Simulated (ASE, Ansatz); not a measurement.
# Relaxing random hcp (Re, Ru, Rh, Ir) solid solution (100 atoms)

How does random hcp (Re, Ru, Rh, Ir) solid solution (100 atoms) relax, and what do bonds and levels look like afterwards?

Main program and level: Ansatz 0.2.0; Kohn-Sham DFT, PBE, PAW (set soft_2), plane waves.

## 1. Starting point

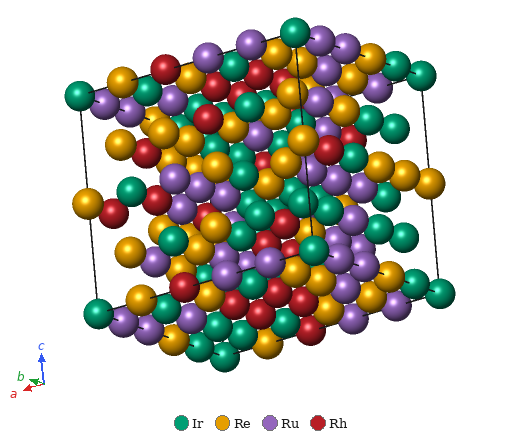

Start, viewed from a free direction; iridium teal, rhenium orange, ruthenium purple, rhodium red. Some periodic images of atoms are drawn too.

The cell holds 100 atoms: 33 Ir, 28 Re, 24 Ru and 15 Rh. Its edges and angles: a = 13.650 Å, b = 13.650 Å, c = 8.736 Å, α = 90.0°, β = 90.0°, γ = 120.0°. It derives from Re and Ru, Ir and Rh. Hcp lattice (a = 2.73 Å, c = 4.368 Å, the mean of the end members), 5 x 5 x 2 cells, metal sites filled at random with 28 Re, 24 Ru, 15 Rh, 33 Ir; not relaxed, displaced by a Gaussian of 0.02 Å.

Limits known from the start: The host structure and its lattice constant were typed by rule, without a check against the phase diagram. The levels lack spin–orbit coupling, which is large for the heavy elements here.

## 2. Single point at the start

A single point comes first, to see the forces before anything moves.

input.yaml reads:

```yaml
crystal:
  lattice:
    - [13.65, 0.0, 0.0]
    - [-6.825, 11.82125, 0.0]
    - [0.0, 0.0, 8.736]
  atoms:
    - { symbol: Ir, position: [0.99902, 0.99789, 0.99752] }
    - { symbol: Ir, position: [0.06716, 0.13126, 0.24872] }
    - { symbol: Re, position: [0.00125, 0.00289, 0.50255] }
    - { symbol: Ir, position: [0.06581, 0.13298, 0.74732] }
    [... 90 atom lines left out ...]
    - { symbol: Ru, position: [0.80054, 0.60072, 0.49908] }
    - { symbol: Rh, position: [0.86608, 0.73421, 0.74828] }
    - { symbol: Ir, position: [0.80034, 0.80176, 0.00173] }
    - { symbol: Re, position: [0.86666, 0.93374, 0.2541] }
    - { symbol: Rh, position: [0.79938, 0.80182, 0.49953] }
    - { symbol: Re, position: [0.86825, 0.93309, 0.74834] }
kpoints:
  mp_grid: { grid: [2, 2, 2] }
hamiltonian:
  xc: pbe
scf:
  occupations: { method: methfessel_paxton, width: 0.15 }
output:
  forces: true
  stress: true
  populations: true
  dos:
    method: { smearing: { sigma: 0.15 } }
    de: 0.1
    projected: { site_lists: { Ir: [Ir], Re: [Re], Rh: [Rh], Ru: [Ru] } }
  eigenvalues: true
```

The run is started by

```sh
> ansatz run input.yaml --threads 32 --pin off --max-ram 143360MiB --backend cuda --events-out ev --progress --plain --runs-dir out
```

Wall time 5.2 s (1 × NVIDIA GB200 with 32 threads of Arm Neoverse V2, shared host); peak memory 5.5 GiB; 32 s of CPU time.

That memory is the host's; the program planned up to 52.2 GiB on the GPU. Forces of this run were stored rounded, and per-atom blocks of the log weren't kept.

Read from the output:

```
free energy                             : -935314.0341 eV
free energy per atom                    : -9353.1403 eV/atom
SCF cycles                              : 9
pressure                                : 5.757 GPa
r.m.s. force component                  : 0.4303 eV/Å
longest force                           : 1.74 eV/Å
Fermi energy                            : 24.44 eV
levels partly filled by over 2 per cent : 83
spilling of the projection              : 0.009379
```

The r.m.s. force component of 0.43 eV/Å and the pressure of 5.8 GPa set the starting point.

Length of the force by element:

```
element  coordination  atoms  mean length of the force (eV/Å)  spread  least  most
     Ir           all     33                            0.743   0.319  0.283  1.74
     Re           all     28                            0.708   0.309  0.206  1.66
     Rh           all     15                            0.676   0.217  0.314  1.10
     Ru           all     24                            0.565   0.291  0.110  1.46
```

## 3. Relaxation

The atoms are relaxed in the fixed cell, aiming at the force tolerance of the input.

input.yaml, the sections that differ from step 2:

```yaml
output:
  forces: true
relax:
  f_tol: 0.03
  max_steps: 151
# crystal, kpoints, hamiltonian, scf: as in step 2
```

It took 12 s on 1 × NVIDIA GB200 with 32 threads; peak memory 2.1 GiB; 67 s of CPU time.

That memory is the host's; the program planned up to 48.4 GiB on the GPU.

The steps of the relaxation:

```
step  energy less that of the first step (eV)  largest force component (eV/Å)
   1                                   0.0000                          1.2602
   2                                  -0.5989                          1.2022
   3                                  -1.3535                          0.4971
   4                                  -1.4590                          0.2156
   5                                  -1.4822                          0.0296
   6                                  -1.4822                          0.0296
```

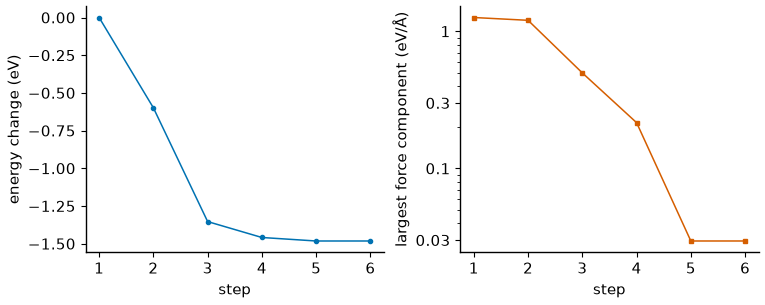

Energy and largest force along the relaxation.

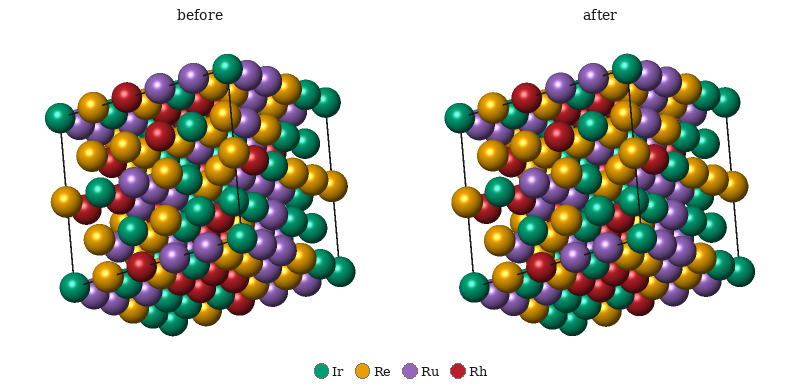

Before and after, at one scale.

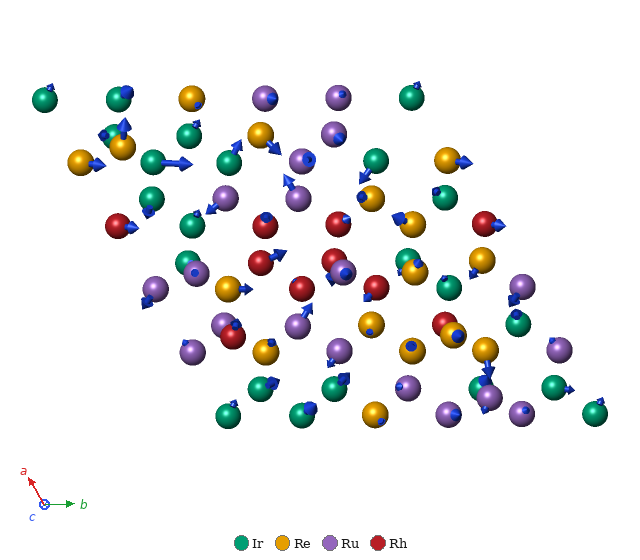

Displacements in the relaxation, exaggerated; the longest in the cell stands for 0.09 Å. Drawn is a slice 4 Å thick, seen along the normal of the ab plane.

The atoms that moved most (Å):

```
atom      dx      dy      dz  length
Ir85  -0.040   0.067  -0.047   0.091
Ru22  -0.037   0.010  -0.079   0.088
Ru87   0.072  -0.007   0.044   0.085
Re20   0.044  -0.067   0.027   0.085
Re80  -0.067   0.018   0.033   0.077
Re84   0.050   0.031  -0.031   0.066
Ir47  -0.009  -0.056  -0.032   0.065
Ir15  -0.028  -0.044  -0.032   0.061
```

The relaxation changed the energy by -14.8 meV/atom, and atoms moved by 0.043 Å r.m.s., 0.091 Å at most.

## 4. Local order after relaxation

Bonds before and after, by the cutoffs listed below:

```
 pair  bonds before  bonds after  mean before (Å)  mean after (Å)  spread before (Å)  spread after (Å)
Ir-Ir            66           66            2.711           2.726              0.036             0.029
Ir-Re           118          118            2.711           2.709              0.034             0.027
Ir-Ru            95           95            2.713           2.713              0.031             0.028
Ir-Rh            51           51            2.708           2.716              0.033             0.028
Re-Re            46           46            2.707           2.716              0.036             0.035
Re-Ru            77           77            2.714           2.701              0.036             0.033
Re-Rh            49           49            2.714           2.707              0.039             0.026
Ru-Ru            35           35            2.705           2.700              0.027             0.033
Ru-Rh            46           46            2.715           2.715              0.031             0.031
Rh-Rh            17           17            2.731           2.724              0.035             0.029
```

Density 18.3 g/cm³, 14.10 Å³ an atom.

g(r), total and by pair (bins of 0.2 Å):

```
r (Å)  total  Ir-Ir  Ir-Re  Ir-Ru  Ir-Rh  Re-Re  Re-Ru
 2.60   3.25   2.02   3.98   2.58   2.21   3.21   4.11
 2.80   5.88   7.13   5.75   6.55   5.60   5.73   4.71
 3.00   0.00   0.00   0.00   0.00   0.00   0.00   0.00
 3.20   0.00   0.00   0.00   0.00   0.00   0.00   0.00
 3.40   0.00   0.00   0.00   0.00   0.00   0.00   0.00
 3.60   0.00   0.00   0.00   0.00   0.00   0.00   0.00
 3.80   2.28   2.60   1.90   2.46   2.08   2.82   2.05
 4.00   0.01   0.00   0.00   0.00   0.00   0.00   0.00
 4.20   0.01   0.00   0.00   0.04   0.00   0.00   0.00
 4.40   0.58   0.54   0.64   0.48   0.71   0.75   0.44
 4.60   1.27   1.23   1.14   1.17   1.29   0.72   1.30
 4.80   3.27   3.40   3.15   3.42   3.44   3.52   3.77
 5.00   0.06   0.08   0.00   0.06   0.09   0.00   0.07
 5.20   2.48   1.94   2.79   2.40   3.24   2.80   2.45
 5.40   1.08   1.00   1.18   1.12   1.11   0.72   1.00
 5.60   0.04   0.00   0.08   0.05   0.00   0.14   0.05
 5.80   0.00   0.00   0.00   0.00   0.00   0.00   0.00
 6.00   1.31   1.06   1.30   1.50   1.39   1.32   1.47
 6.20   0.50   0.49   0.63   0.49   0.52   0.30   0.54
 6.40   1.62   1.74   1.58   1.59   1.47   1.80   1.45
 6.60   0.73   0.67   0.75   0.75   0.79   0.68   0.66
 6.80   0.77   0.78   0.88   0.69   0.70   0.79   0.69
 7.00   1.38   1.52   1.27   1.45   1.16   1.17   1.71
 7.20   3.14   3.16   2.92   3.31   3.32   3.48   3.02
 7.40   0.08   0.06   0.06   0.09   0.08   0.11   0.02
 7.60   0.01   0.00   0.00   0.00   0.02   0.00   0.00
 7.80   1.11   1.16   1.09   1.08   1.09   0.95   1.29
```

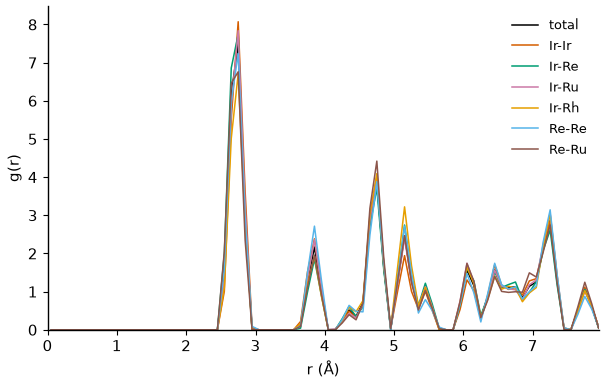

Pair distribution functions, lightly smoothed.

Bonds by pair of elements; cutoffs follow the first minimum of g(r), held within bounds set by covalent radii, and pairs that aren't listed don't count as bonded:

```
pair A-B  cutoff (Å)  bonds  mean length (Å)  spread (Å)  shortest (Å)  B about A  A about B
   Ir-Ir        3.18     66             2.73       0.029          2.66          4          4
   Ir-Re        3.18    118             2.71       0.027          2.65       3.58       4.21
   Ir-Ru        3.12     95             2.71       0.028          2.64       2.88       3.96
   Ir-Rh        3.18     51             2.72       0.028          2.65       1.54        3.4
   Re-Re        3.18     46             2.72       0.035          2.65       3.29       3.29
   Re-Ru        3.12     77             2.70       0.033          2.64       2.75       3.21
   Re-Rh        3.12     49             2.71       0.026          2.65       1.75       3.27
   Ru-Ru        3.12     35              2.7       0.033          2.63       2.92       2.92
   Ru-Rh        3.18     46             2.71       0.031          2.65       1.92       3.07
   Rh-Rh        3.18     17             2.72       0.029          2.67       2.27       2.27
```

How many atoms have how many bonded neighbours:

```
element  mean  12
     Ir    12  33
     Re    12  28
     Rh    12  15
     Ru    12  24
```

For some of the pairs, g(r) has its first main peak near 2.72 Å (Ir-Ir), 2.71 Å (Ir-Re), 2.71 Å (Ir-Ru), 2.72 Å (Ir-Rh), 2.72 Å (Re-Re) and 2.70 Å (Re-Ru). Counting bonds as in the table, all Ir atoms have 12, all Re atoms have 12, all Rh atoms have 12 and all Ru atoms have 12 bonded neighbours.

## 5. Single point at the relaxed geometry

The electronic structure is read at the final geometry, in a run of its own.

input.yaml reads:

```yaml
crystal:
  lattice:
    - [13.65, 0.0, 0.0]
    - [-6.825, 11.82125, 0.0]
    - [0.0, 0.0, 8.736]
  atoms:
    - { symbol: Ir, position: [0.00069, 0.99943, 0.99811] }
    - { symbol: Ir, position: [0.0683, 0.13443, 0.25245] }
    - { symbol: Re, position: [0.00044, 0.99891, 0.501] }
    - { symbol: Ir, position: [0.06721, 0.13321, 0.74692] }
    [... 90 atom lines left out ...]
    - { symbol: Ru, position: [0.80155, 0.60177, 0.49561] }
    - { symbol: Rh, position: [0.86872, 0.73499, 0.75263] }
    - { symbol: Ir, position: [0.797, 0.79793, 0.00115] }
    - { symbol: Re, position: [0.86626, 0.93248, 0.24884] }
    - { symbol: Rh, position: [0.79765, 0.79789, 0.49715] }
    - { symbol: Re, position: [0.86432, 0.93179, 0.75025] }
kpoints:
  mp_grid: { grid: [2, 2, 2] }
hamiltonian:
  xc: pbe
scf:
  occupations: { method: methfessel_paxton, width: 0.15 }
output:
  forces: true
  stress: true
  populations: true
  dos:
    method: { smearing: { sigma: 0.15 } }
    de: 0.1
    projected: { site_lists: { Ir: [Ir], Re: [Re], Rh: [Rh], Ru: [Ru] } }
  eigenvalues: true
  write_density: true
  write_potential: true
  volumetric_format: npy
```

It took 5.4 s on 1 × NVIDIA GB200 with 32 threads; peak memory 5.5 GiB.

That memory is the host's; the program planned up to 52.2 GiB on the GPU.

The run gave:

* free energy: -935315.5163 eV
* free energy per atom: -9353.1552 eV/atom
* SCF cycles: 9
* pressure: 5.384 GPa
* r.m.s. force component: 0.00929 eV/Å
* longest force: 0.0339 eV/Å
* Fermi energy: 24.44 eV
* levels partly filled by over 2 per cent: 78
* spilling of the projection: 0.009377

States in the cell by windows of 1 eV, zero at the Fermi level; some projections on atomic orbitals stand beside the total:

```
from (eV)  to (eV)  total  Ir d  Re d
      -14      -11    0.0   0.0   0.0
      -11      -10    0.1   0.0   0.0
      -10       -9    3.8   0.0   0.0
       -9       -8    8.8   0.3   0.2
       -8       -7   25.6   5.3   3.0
       -7       -6   90.3  33.2  17.2
       -6       -5  106.7  39.2  20.8
       -5       -4  126.3  43.6  24.9
       -4       -3  119.2  42.4  20.7
       -3       -2  145.4  41.8  29.9
       -2       -1  110.1  27.4  28.2
       -1        0   81.4  22.5  18.2
        0        1   92.7  27.2  21.7
        1        2   99.8  23.7  35.0
```

The stored curve holds about 818 of the 1620 electrons; the rest, give or take the few that broadening carries across the Fermi level, lie in deeper levels below its range.

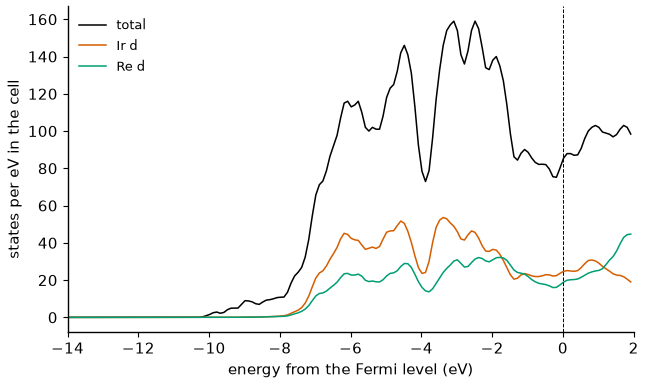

Total and projected density of states, with the broadening of the input.

Not all projections were asked for or kept, so they needn't add up to the total.

The levels nearest the highest filled one (over half full), pooled over k-points and spins:

```
level less the highest filled one (eV)  occupation
                               -0.0138        1.21
                               -0.0066        1.12
                               -0.0023        1.08
                               -0.0016        1.07
                               -0.0015        1.07
                                     0        1.05
                                0.0046       0.999
                                0.0108        0.93
                                0.0117       0.919
                                0.0169       0.861
                                0.0214       0.811
                                0.0255       0.766
```

1 further run on a deliberately doubtful input is not shown.

## 6. What came out

```
energy change in the relaxation : -14.82 meV/atom
r.m.s. displacement             : 0.043 Å
largest displacement            : 0.091 Å
free energy per atom            : -9353.1552 eV/atom
density                         : 18.29 g/cm³
pressure                        : 5.384 GPa
r.m.s. force component          : 0.00929 eV/Å
wall time of the 3 DFT runs     : 22 s
```

**Reading.** Relaxation lowers the energy by 14.8 meV/atom and moves atoms by 0.043 Å r.m.s.; the r.m.s. force component goes from 0.43 to 0.0093 eV/Å, the pressure goes from 5.8 to 5.4 GPa. By the final cutoffs no bond was broken or made. The r.m.s. move is of the size of the random displacements put into the start (0.035 Å r.m.s. in three dimensions). From the first step to the last the energy fell by 1.482 eV, and the largest move was 0.09 Å (Ir85). The Ir-Ir bonds go from 2.711 Å (spread 0.036) to 2.726 Å (spread 0.029). Counting bonds as in the table, all Ir atoms have 12, all Re atoms have 12, all Rh atoms have 12 and all Ru atoms have 12 bonded neighbours. 78 levels are partly filled, by over 2 % (on the run's k-points), as in a metal.

**Limits.** The stress is far from hydrostatic: its diagonal is 6.7, 6.3, 3.1 GPa, compression counted positive. The pressure of 5.4 GPa means that a free cell would grow at this level.

[Logs are printed without paths, hosts, clocks, repeated set-up lines and the standing remarks that a program may print on its own settings, such as how far it seeks lower states.]

[Hosts, paths, dates, database ids (printed as entryN), source tags and the programs' standing remarks are cut or masked in the printed files.]
